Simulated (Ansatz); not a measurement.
# doublet [SO3]−: levels of theory compared

Wanted: a comparison of 6 runs (UHF/3-21G, UB3LYP/6-31G*, U-revPBE/6-311+G**, UB3LYP/6-311+G**, UPBE-QIDH/6-311+G**, UPBE/6-311+G**) of doublet [SO3]−. 

The calculation is run with Ansatz 0.2.0.

36 further runs of the same task are left out: 2 that didn't finish, 34 set aside as unsound or not needed.

## (1) The structure to begin with

[SO3]− has 4 atoms, charge -1, and is taken as a doublet. SMILES of the parent species: `O=S(=O)=O`. The shape is that of a PBE0-D4/def2-TZVP optimisation. That shape belongs to the parent species and isn't relaxed for this state.

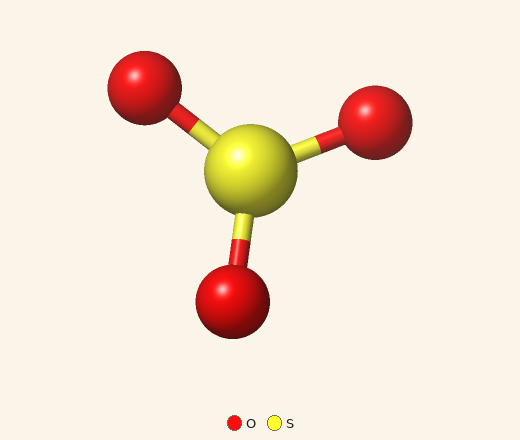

Viewed from a chosen angle; oxygen red, sulfur yellow.

## (2) The energy at UHF/3-21G (run 1)

input.yaml

```yaml
crystal:
  periodic: [false, false, false]
  atoms:
    - {symbol: O, position_ang: [-1.121570, -0.684610, 0.536720]}
    - {symbol: S, position_ang: [0.000010, -0.000030, -0.000040]}
    - {symbol: O, position_ang: [1.308940, -0.327680, 0.440460]}
    - {symbol: O, position_ang: [-0.187380, 1.012320, -0.977150]}
basis:
  gaussian:
    orbitals: 3-21G.json
total_charge: -1
magnetization:
  spin_polarized: true
  initial_magnetization: 1
hamiltonian:
  xc: hf
accuracy: high
output: {orbitals: {seedname: orbitals}}
```

The basis set 3-21G is read from a file made from the Basis Set Exchange's data (not shown).

The run is started by

```
$ ansatz run input.yaml --threads 1 --pin off --max-ram 3480MiB --events-out events.jsonl --progress --plain --runs-dir runs
```

Standard output:

```text
Warning: RAYON_NUM_THREADS=1 ignored (pool sized by the plan → 1); use --threads N
Functional definition: HF
  name "HF"
  exchange = exact_x
  correlation = 0
814 factors; integrals over basis functions are off by at most 3.0e-9 eV
mean field evaluation 1: about -16827.0562 eV, gradient 2.9e1 eV
mean field evaluation 2: about -16827.5473 eV, gradient 3.0e1 eV
mean field evaluation 4: about -16831.9012 eV, gradient 2.0e0 eV
mean field evaluation 8: about -16831.9551 eV, gradient 2.5e-1 eV
mean field evaluation 16: about -16831.9563 eV, gradient 5.0e-6 eV
mean field -16831.95633300 eV, -618.5629861279 hartree, gradient 2.6e-8 eV, S^2 0.760644; 0 other end points of the search recorded, 0 dependent functions left out
reference -16831.95633300 eV, -618.5629861279 hartree; 21, 20 occupied and 19, 20 virtual orbitals, 814 factors
Total energy: -16831.95633300 eV, -618.5629861279 hartree
```

Wall time 0.34 s (1 thread of Arm Neoverse V2, shared host); peak memory 0.1 GiB.

## (3) The energy at UB3LYP/6-31G(d) (spherical functions) (run 2)

in.yaml

```yaml
crystal:
  periodic: [false, false, false]
  atoms:
    - {symbol: O, position_ang: [-1.121570, -0.684610, 0.536720]}
    - {symbol: S, position_ang: [0.000010, -0.000030, -0.000040]}
    - {symbol: O, position_ang: [1.308940, -0.327680, 0.440460]}
    - {symbol: O, position_ang: [-0.187380, 1.012320, -0.977150]}
basis:
  gaussian: {orbitals: 6-31G_st_-spherical.json}
total_charge: -1
magnetization: {spin_polarized: true, initial_magnetization: 1}
hamiltonian: {xc: {name: B3LYP}}
accuracy: high
output: {orbitals: {seedname: orbitals}}
```

The basis set 6-31G* is read from a file made from the Basis Set Exchange's data (not shown).

The run is started by

```
$ ansatz run in.yaml --threads 1 --pin off --max-ram 3480MiB --events-out events.jsonl --progress --plain --runs-dir runs
```

Standard output:

```text
Warning: RAYON_NUM_THREADS=1 ignored (pool sized by the plan → 1); use --threads N
Functional definition: B3LYP
  name "B3LYP"
  parameter a0 = 0.2
  parameter ax = 0.72
  parameter ac = 0.81
  exchange = (1 - a0 - ax)*slater_x + ax*b88_x + a0*exact_x
  correlation = (1 - ac)*vwn_rpa_c + ac*lyp_c
1207 factors; integrals over basis functions are off by at most 3.5e-9 eV
mean field evaluation 1: about -16966.7092 eV, gradient 3.9e1 eV
mean field evaluation 2: about -16959.4675 eV, gradient 6.1e1 eV
mean field evaluation 4: about -16972.1487 eV, gradient 5.1e-1 eV
mean field evaluation 8: about -16972.4209 eV, gradient 5.1e-2 eV
mean field evaluation 16: about -16972.4210 eV, gradient 1.2e-4 eV
mean field evaluation 32: about -16972.3863 eV, gradient 4.5e0 eV
mean field -16972.46820756 eV, -623.7267022755 hartree, gradient 6.0e-8 eV, S^2 0.755212; 5 other end points of the search recorded, 0 dependent functions left out
reference -16972.46823465 eV, -623.7267032712 hartree; 21, 20 occupied and 39, 40 virtual orbitals, 1207 factors
Total energy: -16972.46823465 eV, -623.7267032712 hartree
```

Wall time 15 s (1 thread of Arm Neoverse V2, shared host); peak memory 0.23 GiB.

Runs 3 to 5 aren't shown in full; the table further down has their settings and results.

## (4) The energy at UPBE/6-311+G(d,p) (run 6)

molecule.yaml

```yaml
basis:
  gaussian: {orbitals: 6-311+G_st__st_-spherical.json}
crystal:
  periodic: [false, false, false]
  atoms:
    - {symbol: O, position_ang: [-1.121570, -0.684610, 0.536720]}
    - {symbol: S, position_ang: [0.000010, -0.000030, -0.000040]}
    - {symbol: O, position_ang: [1.308940, -0.327680, 0.440460]}
    - {symbol: O, position_ang: [-0.187380, 1.012320, -0.977150]}
magnetization: {spin_polarized: true, initial_magnetization: 1}
hamiltonian: {xc: pbe}
accuracy: high
output: {orbitals: {seedname: orbitals}}
total_charge: -1
```

The basis set 6-311+G** is read from a file made from the Basis Set Exchange's data (not shown).

The run is started by

```
$ ansatz run molecule.yaml --threads 1 --pin off --max-ram 3480MiB --events-out events.jsonl --progress --plain --runs-dir runs
```

Standard output:

```text
Warning: RAYON_NUM_THREADS=1 ignored (pool sized by the plan → 1); use --threads N
Functional definition: PBE
  name "PBE"
  parameter kappa = 0.804
  parameter beta = 0.06672455060314922
  exchange = pbe_x(kappa = kappa, mu = beta*pi^2/3)
  correlation = pbe_c(beta = beta)
1680 factors; integrals over basis functions are off by at most 3.8e-9 eV
mean field evaluation 1: about -16958.4204 eV, gradient 4.6e1 eV
mean field evaluation 2: about -16932.4995 eV, gradient 1.0e2 eV
mean field evaluation 4: about -16966.0607 eV, gradient 1.8e0 eV
mean field evaluation 8: about -16966.0753 eV, gradient 4.1e-1 eV
mean field evaluation 16: about -16966.0759 eV, gradient 3.2e-5 eV
mean field evaluation 32: about -16966.0517 eV, gradient 2.0e0 eV
mean field -16966.07585541 eV, -623.4917876671 hartree, gradient 4.1e-8 eV, S^2 0.752282; 3 other end points of the search recorded, 0 dependent functions left out
reference -16966.07585860 eV, -623.4917877843 hartree; 21, 20 occupied and 75, 76 virtual orbitals, 1680 factors
Total energy: -16966.07585860 eV, -623.4917877843 hartree
```

Wall time 7.8 s (1 thread of Arm Neoverse V2, shared host); peak memory 0.25 GiB.

## (5) The series

| run | level | frozen core orbitals | energy (Eh) | HOMO energy (eV) | LUMO energy (eV) | ⟨S²⟩ | wall time |
| --- | --- | --- | --- | --- | --- | --- | --- |
| 1 | UHF/3-21G | – | -618.562986 | -0.88 | 10.41 | 0.761 | 0.34 s |
| 2 | UB3LYP/6-31G* (spherical functions) | – | -623.726703 | 3.43 | 5.23 | 0.755 | 15 s |
| 3 | U-revPBE/6-311+G** | – | -623.737179 | 2.11 | 2.78 | 0.752 | 7.8 s |
| 4 | UB3LYP/6-311+G** | – | -623.879493 | 1.40 | 3.14 | 0.753 | 13 s |
| 5 | UPBE-QIDH/6-311+G** | 8 | -623.301229 | 0.04 | 4.98 | 0.755 | 16 s |
| 6 | UPBE/6-311+G** | – | -623.491788 | 2.03 | 2.70 | 0.752 | 7.8 s |

## (6) Summary of results

| quantity | value |
| --- | --- |
| run 6: total energy | -623.49179 Eh |
| run 6: HOMO energy (highest over α and β) | 2.03 eV |
| run 6: LUMO energy (lowest over α and β) | 2.70 eV |
| run 6: ⟨S²⟩ | 0.752 |

**Reading.** Totals of different functionals can't be ranked against each other. In runs 2, 3, 4, 5, 6 the HOMO lies above zero, so the outermost electron may be held by the basis alone. All runs together took 60 s, the longest 16 s.
